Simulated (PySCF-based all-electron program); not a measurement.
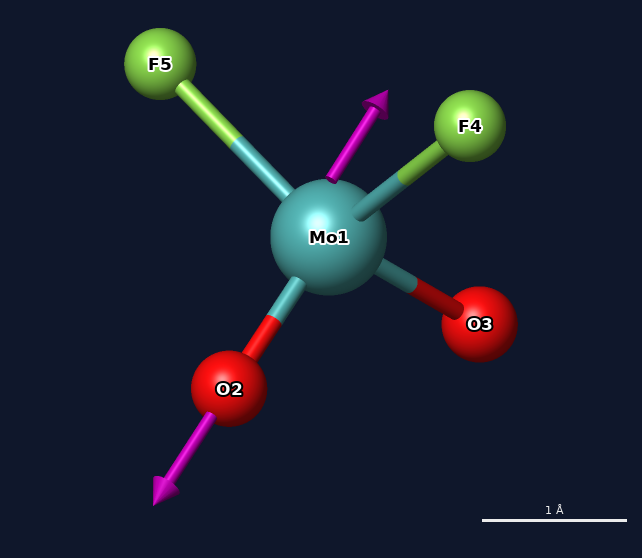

Arrows show the forces on the atoms, 0.02 Å of arrow for 1 eV/Å; forces under a tenth of the largest aren't drawn. The species is neutral and a spin singlet. Level of theory: PBE, all-electron, scalar-relativistic (Koelling-Harmon), large uncontracted Gaussian sets (PySCF-based all-electron program).

### Along which bond is the force strongest?

Mo1–O2, now 1.351 Å: the forces push its atoms apart, so a first step downhill lengthens it.

List the force components in the frame of the picture (x right, y up, z towards the viewer), in eV/Å.

```tsv
atom	Fx	Fy	Fz
Mo1	20.01	31.54	−13.70
O2	−20.38	−31.47	14.10
O3	0.78	−1.02	−0.98
F4	0.42	0.35	0.91
F5	−0.82	0.61	−0.33
```
